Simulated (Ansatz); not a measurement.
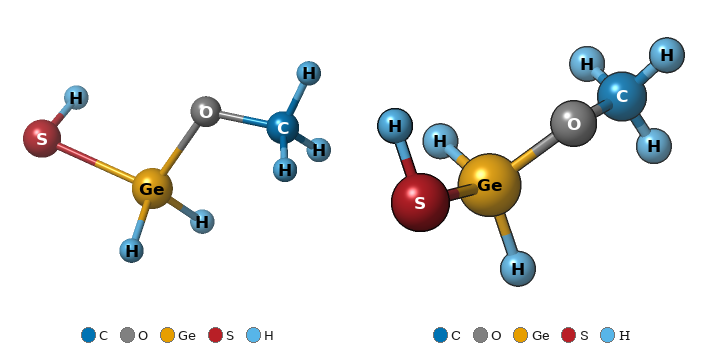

Two views of one molecule.

Question: Which formula does it have?

Answer: CH₆GeOS, 10 atoms: 1 carbon, 6 hydrogen, 1 germanium, 1 oxygen and 1 sulfur.

Question: What is its SMILES?

Answer: C[O][GeH2][SH]

Question: Count the bonded pairs by element.

Answer: 3 C–H, 2 Ge–H, 1 C–O, 1 Ge–O, 1 Ge–S, 1 S–H.

The parts below concern this one geometry. Atoms keep their numbers from picture to picture. The geometry was computed by an optimisation with PBE0-D4/def2-TZVP.

**Shape**

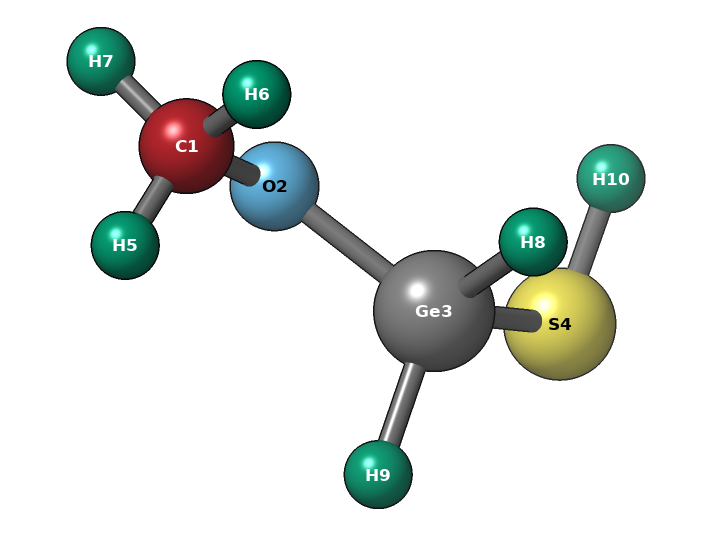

Atoms carry their numbers in the input.

Question: What is the geometry at C1?

Answer: C1 has 4 neighbours (O2 at 1.41, H5 at 1.10, H6 at 1.10, H7 at 1.09 Å); the arrangement is tetrahedral.

Question: How are the neighbours of atom 3 arranged?

Answer: Ge3 has 4 neighbours (O2 at 1.78, S4 at 2.20, H8 at 1.54, H9 at 1.54 Å); the arrangement is tetrahedral.

Question: How are the neighbours of atom 2 arranged?

Answer: O2 has 2 neighbours (C1 at 1.41, Ge3 at 1.78 Å); the arrangement is bent.

Question: How are the neighbours of atom 4 arranged?

Answer: S4 has 2 neighbours (Ge3 at 2.20, H10 at 1.34 Å); the arrangement is bent.

Question: What is the dihedral angle C1–O2–Ge3–S4?

Answer: 173° in size, that is anti.

**Levels of theory compared**

Program: Ansatz 0.2.0.

Compare HOMO–LUMO gap (eV) at these levels: BHLYP-D4/def2-TZVPP; CAM-B3LYP-D4/def2-TZVPP; r2SCAN-D4/def2-TZVPP; r2SCAN0-D4/def2-TZVPP; r2SCANh-D4/def2-TZVPP; ωB97M-V/def2-QZVPP.

```
                  level  HOMO–LUMO gap (eV)
    BHLYP-D4/def2-TZVPP                9.73
CAM-B3LYP-D4/def2-TZVPP               10.04
   r2SCAN-D4/def2-TZVPP                6.13
  r2SCAN0-D4/def2-TZVPP                8.13
  r2SCANh-D4/def2-TZVPP                6.94
     ωB97M-V/def2-QZVPP               11.34
```

**Dipole moment**

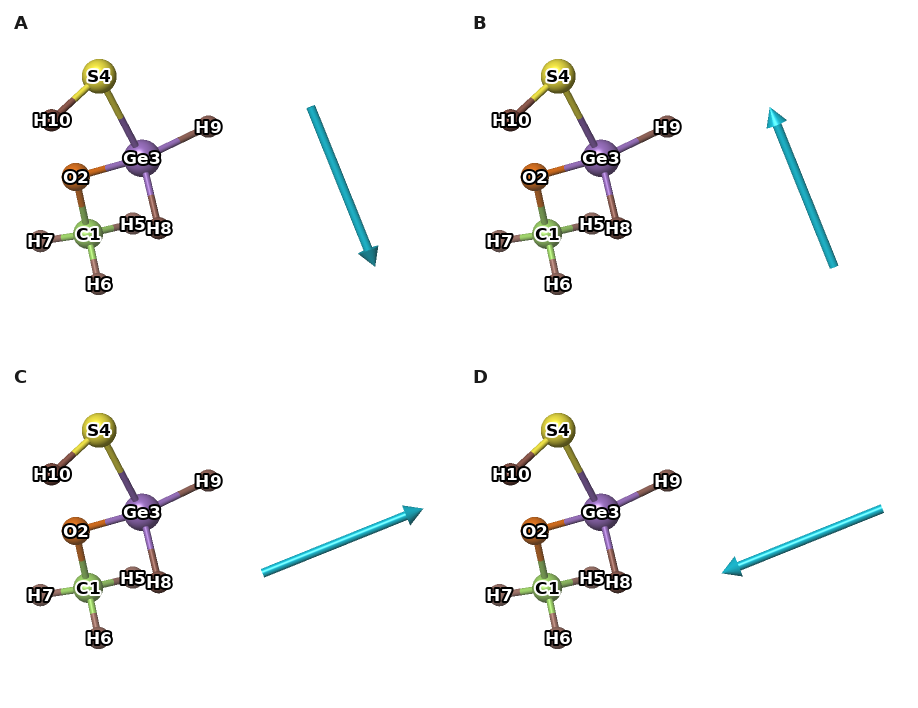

The same molecule four times, each with an arrow. Properties computed with RKS PBE0-D4/def2-TZVP (Ansatz 0.2.0).

Question: Which arrow points along the dipole moment, from the negative to the positive end?

Answer: A. The dipole moment is 1.86 D; it points from the side of S4 to the side of H6 (the outermost atoms at the two ends).

**Vibrations**

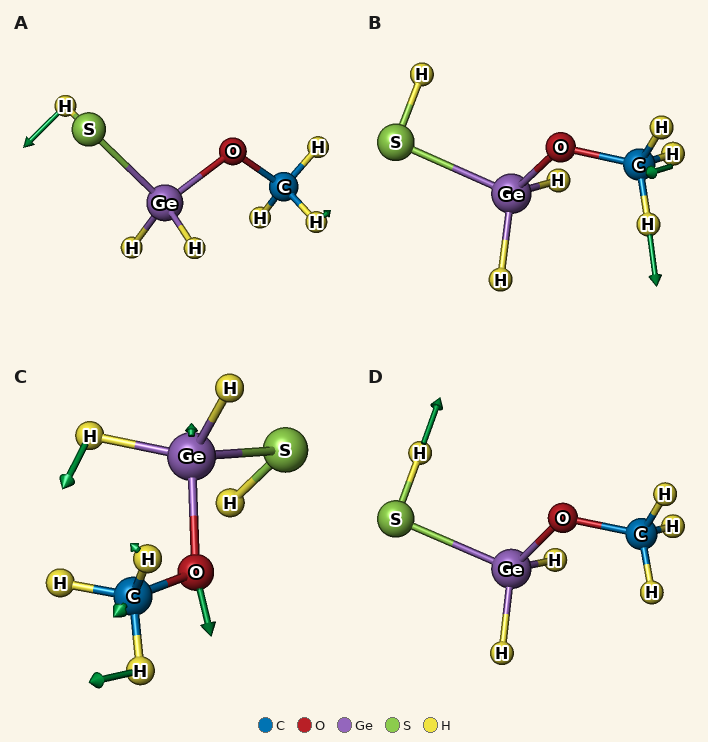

4 normal modes of one molecule or complex, as arrows. Harmonic vibrations computed with RKS PBE0-D4/def2-TZVP (Ansatz 0.2.0) at a stationary point of the same level.

Question: Match the panels to the wavenumbers 170 cm⁻¹, 641 cm⁻¹, 2716 cm⁻¹, 3044 cm⁻¹.

Answer: A: 170 cm⁻¹, a torsion or out-of-plane motion in which bond lengths and bond angles hardly change
B: 3044 cm⁻¹, out-of-phase stretching of 2 C–H bonds
C: 641 cm⁻¹
D: 2716 cm⁻¹, S–H stretching
